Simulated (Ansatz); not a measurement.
**CH$_{4}$BF$_{3}$: phonon calculation**

System: CH$_{4}$BF$_{3}$.
Method: RKS B3LYP-D4/def2-SVP (Ansatz 0.2.0).

It belongs to a series of runs on one base structure; here: vibrations at the highest image of the band.

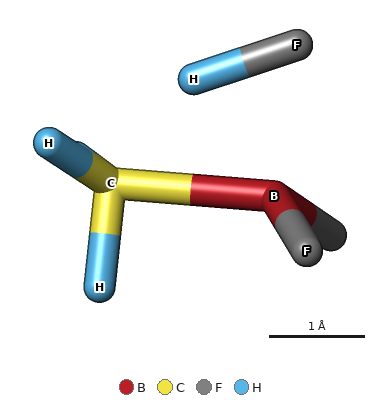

Fig. 1: The structure as given in the input (stick view, seen at a tilt).

Input file:
```yaml
crystal:
  periodic: [false, false, false]
  atoms:
    - { symbol: B, position_ang: [-0.497094, -0.009061, -0.731717] }
    - { symbol: C, position_ang: [0.386062, -0.280551, 0.739548] }
    - { symbol: F, position_ang: [0.031145, -0.653536, -1.778125] }
    - { symbol: F, position_ang: [-1.81841, -0.07196, -0.539939] }
    - { symbol: H, position_ang: [0.350749, 0.952438, 0.038991] }
    - { symbol: F, position_ang: [-0.072191, 1.549326, -0.851583] }
    - { symbol: H, position_ang: [-0.092834, 0.045353, 1.673272] }
    - { symbol: H, position_ang: [1.481089, -0.163355, 0.798005] }
    - { symbol: H, position_ang: [0.231384, -1.368555, 0.651546] }
basis:
  gaussian: { orbitals: def2-SVP }
hamiltonian:
  xc: b3lyp
  dispersion: d4
phonons: {}
```

Launch command:
```bash
ansatz run input.yaml --threads 2 --pin off --max-ram 3072MiB --backend cpu --events-out ev --progress --plain --runs-dir out
```

What the program printed:
```
Engine: ansatz 0.2.0, aarch64-unknown-linux-gnu
Functional definition: B3LYP
  parameter a0 = 0.2
  parameter ax = 0.72
  parameter ac = 0.81
  exchange = (1 - a0 - ax)*slater_x + ax*b88_x + a0*exact_x
  correlation = (1 - ac)*vwn_rpa_c + ac*lyp_c
966 factors; integrals over basis functions are off by at most 3.6e-4 eV
mean field evaluation 1: about -9918.7908 eV, gradient 5.4e1 eV
mean field evaluation 2: about -9916.8108 eV, gradient 6.4e1 eV
mean field evaluation 4: about -9924.2379 eV, gradient 1.5e0 eV
mean field evaluation 8: about -9924.2858 eV, gradient 4.6e-2 eV
mean field evaluation 16: about -9924.2858 eV, gradient 1.8e-5 eV
mean field -9924.28578520 eV, -364.7107756835 hartree, gradient 1.8e-5 eV, S^2 0.000000; 0 other end points of the search recorded, 0 dependent functions left out
the calculation of the forces begins
reference -9924.28599000 eV, -364.7107832100 hartree; 21, 21 occupied and 69, 69 virtual orbitals, 966 factors
these checks for a lower state are left out or cut short: stability, starts, cluster_reference, orbital_swaps, neighbouring_geometries, increment
966 factors; integrals over basis functions are off by at most 3.6e-4 eV
mean field -9924.28555895 eV, -364.7107673690 hartree, gradient 1.7e-6 eV, S^2 0.000000; 0 other end points of the search recorded, 0 dependent functions left out
[... from here on the field's lines of each further geometry are left out, up to the last ...]
the calculation of the forces begins
reference -9924.28596970 eV, -364.7107824637 hartree; 21, 21 occupied and 69, 69 virtual orbitals, 966 factors
these checks for a lower state are left out or cut short: stability, starts, cluster_reference, orbital_swaps, neighbouring_geometries, increment
966 factors; integrals over basis functions are off by at most 3.6e-4 eV
mean field -9924.28578183 eV, -364.7107755596 hartree, gradient 1.2e-6 eV, S^2 0.000000; 0 other end points of the search recorded, 0 dependent functions left out
the calculation of the forces begins
reference -9924.28598663 eV, -364.7107830861 hartree; 21, 21 occupied and 69, 69 virtual orbitals, 966 factors
WARN: phonons: modes at or below zero, which the zero-point energy, F, S and C_V leave out: 2, the lowest at -1222.00 cm⁻¹. A minimum has none, and a first-order saddle one
Total energy: -9924.48192769 eV, -364.7179837872 hartree
Atom 0 at    -0.497094    -0.009061    -0.731717 Å, force    -0.024523     0.002136    -0.003665 eV/Å
Atom 1 at     0.386062    -0.280551     0.739548 Å, force    -0.020463    -0.021767    -0.014896 eV/Å
Atom 2 at     0.031145    -0.653536    -1.778125 Å, force     0.004392     0.003107     0.005822 eV/Å
Atom 3 at    -1.818410    -0.071960    -0.539939 Å, force     0.012782     0.003468     0.001126 eV/Å
Atom 4 at     0.350749     0.952438     0.038991 Å, force     0.008311    -0.003948    -0.013517 eV/Å
Atom 5 at    -0.072191     1.549326    -0.851583 Å, force     0.000245    -0.008856     0.008794 eV/Å
Atom 6 at    -0.092834     0.045353     1.673272 Å, force     0.001800     0.005332     0.009345 eV/Å
Atom 7 at     1.481089    -0.163355     0.798005 Å, force     0.016544     0.015014     0.012358 eV/Å
Atom 8 at     0.231384    -1.368555     0.651546 Å, force     0.000913     0.005515    -0.005367 eV/Å
Dipole moment:     0.364562    -0.060027     0.544772 e Å
Vibrations: -1222.00 -76.02 259.81 361.59 368.94 414.44 556.23 633.32 664.34 817.13 955.60 977.09 1145.81 1309.94 1395.85 1438.18 1451.87 1972.22 3041.54 3115.53 3157.03 cm⁻¹, zero-point energy 1.490070 eV
```

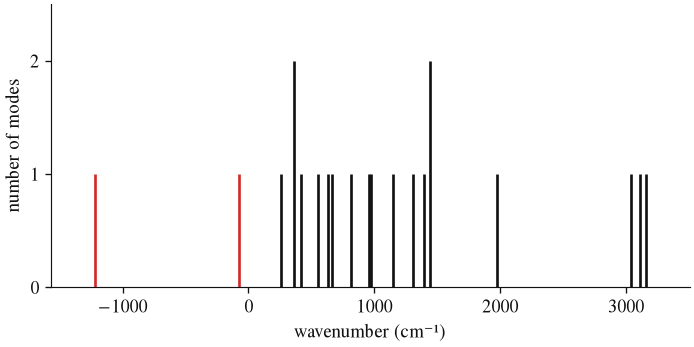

Fig. 2: Harmonic vibrational wavenumbers from the force constants; neighbouring modes closer than 20 cm⁻¹ are counted in one stick, and imaginary ones are drawn at negative wavenumbers. 21 modes from 1222i to 3157 cm⁻¹, 2 imaginary beyond 8i (1222i, 76i cm⁻¹): not a minimum.

Results in brief:

```csv
quantity,value
outcome,converged
total energy,−9924.4819 eV
mean-field energy,−9924.2860 eV
largest force (length of the vector),0.033 eV/Å
hardware,"2 threads of Arm Neoverse V2, 24 GiB of memory available, shared host"
wall time,58 s (CPU time 1.9 min)
peak memory,0.17 GiB
```
